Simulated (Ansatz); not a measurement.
Dissociation curves of MgH (SMILES [MgH])

MgH has 2 atoms, charge 0, and is taken as a doublet. As SMILES, `[MgH]`. The coordinates come from a PBE0-D4/def2-TZVP relaxation.

```xyz
2

Mg   -0.7427    0.2438   -0.3857
H     0.7427   -0.2438    0.3857
```

The Mg1–H2 distance is scanned; the parts on either side stay rigid. Basis 3-21G, 1 core orbital frozen in the correlated methods; program Ansatz 0.2.0. FCI is exact within this basis and core. Energies in eV from each method's value at 1.743 Å; open shells run as named. The shape above is that at 1.743 Å.

| distance (Å) | UBLYP | UPBE0 | U-r2SCAN0 | UCAM-B3LYP | UB2PLYP | UCCSD(T) | UBCCD(T) | FCI |
| --- | --- | --- | --- | --- | --- | --- | --- | --- |
| 1.743 | 0.00 | 0.00 | 0.00 | 0.00 | 0.00 | 0.00 | 0.00 | 0.00 |
| 2.179 | 0.33 | 0.38 | 0.39 | 0.42 | 0.39 | 0.28 | 0.28 | 0.28 |
| 2.615 | 0.84 | 0.95 | 0.94 | 0.98 | 0.91 | 0.69 | 0.70 | 0.70 |
| 3.487 | 1.31 | 1.34 | 1.42 | 1.37 | 1.21 | 0.85 | 0.85 | 0.86 |
| 4.358 | 1.39 | 1.37 | 1.52 | 1.42 | 1.24 | 0.85 | 0.85 | 0.86 |

Departure from the FCI curve at its largest: UBLYP +0.54 eV at 4.36 Å; UPBE0 +0.52 eV at 4.36 Å; U-r2SCAN0 +0.67 eV at 4.36 Å; UCAM-B3LYP +0.56 eV at 4.36 Å; UB2PLYP +0.39 eV at 4.36 Å; UCCSD(T) -0.01 eV at 4.36 Å; UBCCD(T) -0.01 eV at 4.36 Å. Functionals converge differently with the basis, so for them the departure isn't an error alone.

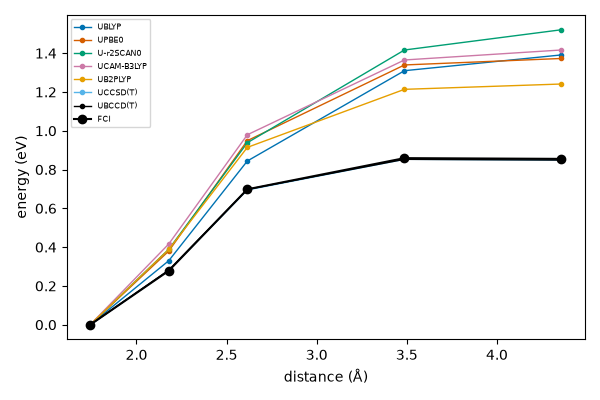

The curves of the table.
